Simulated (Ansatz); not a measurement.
**CH₂Si (charge +1, doublet): density, localisation and related maps**

```xyz
4

C     0.1767    0.6750    0.1123
Si   -1.1765    1.4982    0.9835
H     0.8420   -0.0527    0.5863
H     0.4111    0.8553   -0.9410
```

Geometry: PBE0-D4/def2-TZVP.

Level of theory: isolated molecule in a Gaussian basis; Kohn-Sham density functional theory, functional PBE0 (Ansatz 0.2.0).

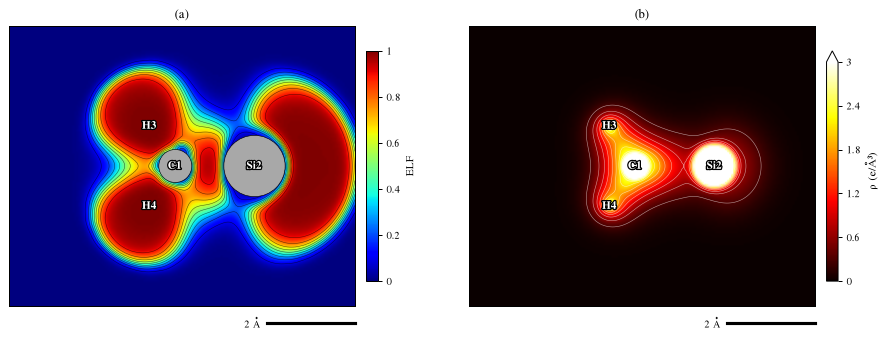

Figure 1. (a) ELF; (b) electron density on the molecular plane. Grey discs cover the atomic cores in the ELF map.

Q: What does the map show?

A: The plane passes through C, Si and H nuclei.
C–Si (1.81 Å): the density is about 1.1 e/Å³ at the midpoint; the ELF peaks at about 0.95 between the atoms (a covalent bond).
C–H (1.09 Å): the density is about 2.1 e/Å³ at the midpoint; the ELF climbs to about 1 towards the hydrogen, as it does in any bond to H: a covalent bond by its length.
The ELF also peaks beside Si2, away from the bonds: non-bonding electrons, paired or unpaired.

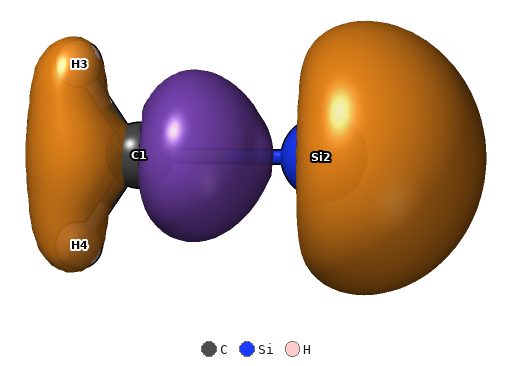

Figure 2. The HOMO−1 (α) at ±0.15 Å⁻³ᐟ² (orange and purple are the two phases), seen at a tilt.

Q: What is the character of this orbital?

A: By Hirshfeld shares it lies mainly on Si2 (about 70 %) and C1 (about 25 %); it is symmetric in the molecular plane (an in-plane orbital: σ, lone-pair or in-plane π type). Its energy is −14.94 eV.

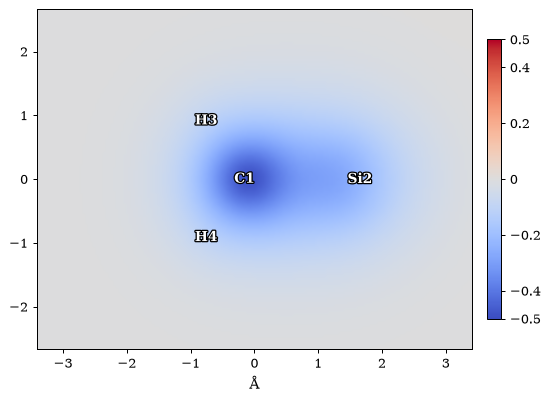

Figure 3. One frontier orbital on a plane 0.8 Å above the molecular plane (values in Å⁻³ᐟ²; the overall sign is arbitrary).

Q: Which orbital is it: HOMO (α) or LUMO (α)?

A: The HOMO (α), at −14.72 eV. Its weight (Hirshfeld) is mainly on C1 (about 60 %) and Si2 (about 35 %); it changes sign across the molecular plane (π type); π-bonding across C1–Si2.
